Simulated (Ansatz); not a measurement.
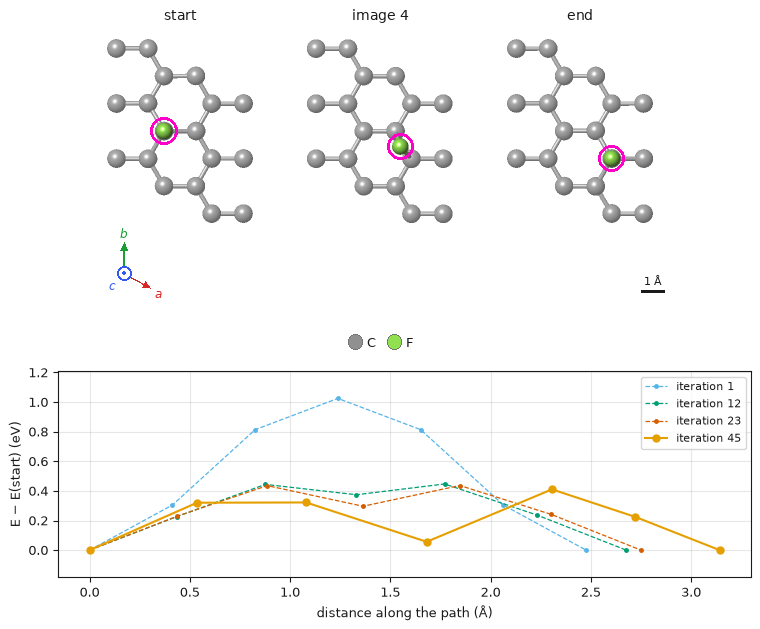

A nudged-elastic-band calculation for F on graphene monolayer (19 atoms in the cell). Images are numbered from 0 (start) to 6 (end). The plot follows the band through its iterations. The picture is a ball-and-stick view of the simulation cell, with the vacuum cut short (origin moved), seen along the c axis. The moving atom is ringed, with any periodic copies. Bonds to atoms that aren't drawn are left out.

Theory: DFT PBEsol, scalar-relativistic, plane waves, PAW (Ansatz 0.2.0).

The input:
```yaml
crystal:
  lattice:
    - [7.398, 0.0, 0.0]
    - [-3.699, 6.406856, 0.0]
    - [0.0, 0.0, 13.0]
  atoms:
    - { symbol: C, position: [-0.00363637, 0.00179192, 0.07183454] }
    - { symbol: C, position: [0.2189868, 0.11349552, 0.06855885] }
    - { symbol: C, position: [-0.00330079, 0.33578391, 0.07278614] }
    - { symbol: C, position: [0.21840723, 0.4466365, 0.07305607] }
    - { symbol: C, position: [-0.00363585, 0.66943663, 0.07186595] }
    - { symbol: C, position: [0.21898662, 0.78036569, 0.06852981] }
    - { symbol: C, position: [0.33002791, 0.00245435, 0.06823712] }
    - { symbol: C, position: [0.55211495, 0.11349494, 0.06852948] }
    - { symbol: C, position: [0.33069131, 0.33612058, 0.07183078] }
    - { symbol: C, position: [0.55118032, 0.44474321, 0.07698314] }
    - { symbol: C, position: [0.33069135, 0.66943716, 0.07175735] }
    - { symbol: C, position: [0.55119227, 0.78128963, 0.0768626] }
    - { symbol: C, position: [0.66304409, 0.00178986, 0.07175772] }
    - { symbol: C, position: [0.88584706, 0.11407613, 0.07305831] }
    - { symbol: C, position: [0.66304498, 0.33611904, 0.07186345] }
    - { symbol: C, position: [0.88585054, 0.44663298, 0.07309487] }
    - { symbol: C, position: [0.66336565, 0.66911596, 0.1030601] }
    - { symbol: C, position: [0.8877405, 0.78130175, 0.0769863] }
    - { symbol: F, position: [0.66327004, 0.66920435, 0.22011703] }
magnetization:
  spin_polarized: true
basis:
  ecutwfc: 420.0
kpoints:
  mp_grid: { grid: [2, 2, 1] }
hamiltonian:
  xc: pbesol
scf:
  occupations: { method: fermi_dirac, width: 0.05 }
  lower_state_search: "off"
neb:
  images: 5
  f_tol: 0.05
  initial_path: linear
  max_iterations: 45
  optimiser: lbfgs
  final_atoms:
    - { symbol: C, position: [-0.00362258, 0.00178986, 0.07175772] }
    - { symbol: C, position: [0.21918039, 0.11407613, 0.07305831] }
    - { symbol: C, position: [-0.00362169, 0.33611904, 0.07186345] }
    - { symbol: C, position: [0.21918387, 0.44663298, 0.07309487] }
    - { symbol: C, position: [-0.00330102, 0.66911596, 0.1030601] }
    - { symbol: C, position: [0.22107383, 0.78130175, 0.0769863] }
    - { symbol: C, position: [0.32969696, 0.00179192, 0.07183454] }
    - { symbol: C, position: [0.55232013, 0.11349552, 0.06855885] }
    - { symbol: C, position: [0.33003254, 0.33578391, 0.07278614] }
    - { symbol: C, position: [0.55174056, 0.4466365, 0.07305607] }
    - { symbol: C, position: [0.32969748, 0.66943663, 0.07186595] }
    - { symbol: C, position: [0.55231995, 0.78036569, 0.06852981] }
    - { symbol: C, position: [0.66336124, 0.00245435, 0.06823712] }
    - { symbol: C, position: [0.88544828, 0.11349494, 0.06852948] }
    - { symbol: C, position: [0.66402464, 0.33612058, 0.07183078] }
    - { symbol: C, position: [0.88451365, 0.44474321, 0.07698314] }
    - { symbol: C, position: [0.66402468, 0.66943716, 0.07175735] }
    - { symbol: C, position: [0.8845256, 0.78128963, 0.0768626] }
    - { symbol: F, position: [0.99660337, 0.66920435, 0.22011703] }
  order_check: true
```

Launched with:
```bash
ansatz run input.yaml --threads 2 --pin off --max-ram 5120MiB --backend cpu --events-out ev --progress --plain --runs-dir out
```

Question: How did the profile develop, and is the result final?

Answer: The result isn't final. The band hadn't converged when the run stopped after 45 iterations. The barrier read from it is provisional, though the highest image hardly moved in the last two iterations. The first iteration put the highest image at 1.03 eV. The barrier is about 0.41 eV in both directions, with image 4 at the top; the ends have the same energy. The profile has 2 maxima (images 2, 4) with a dip at image 3 (+0.06 eV), which on an unconverged band is provisional.

Limits of the set-up: the periodic images lie only 7.4 Å apart, so the values are limited by the cell's size.
